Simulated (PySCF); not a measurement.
Molecule: SMILES [Si](Cl)(Cl)(Cl)CCCC, singlet. Atoms near the plane z = 0.6 Å, at the GFN2-xTB optimised geometry (x, y, z in Å): C1 (2.0, -2.1, 0.0), C2 (1.5, -0.7, 0.0), C3 (0.0, -0.7, 0.0), C4 (-0.6, 0.7, 0.0), Si5 (-2.5, 0.8, 0.0), Cl7 (-3.1, 2.7, 0.0), Cl8 (-3.2, -0.2, 1.6), H9 (1.7, -2.7, 0.9), H10 (3.1, -2.1, 0.0), H12 (1.8, -0.2, 0.9), H15 (-0.4, -1.3, 0.9), H17 (-0.2, 1.2, 0.9).

Computed with CAM-B3LYP/def2-SVP (PySCF 2.14.0). The values are rescaled to run from 0 to 1.

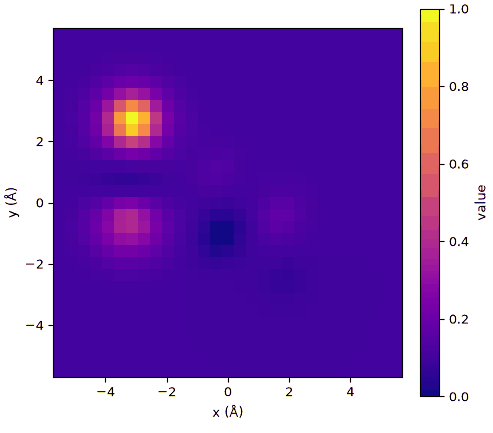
a field on the plane z = 0.6 Å.

**Question.** Which quantity is mapped?
(A) log10 of the electron density
(B) an orbital amplitude
(C) electron localisation function
(D) Laplacian of the electron density

**Answer.** B, an orbital amplitude. In full: HOMO−1 amplitude (bohr^(-3/2)).
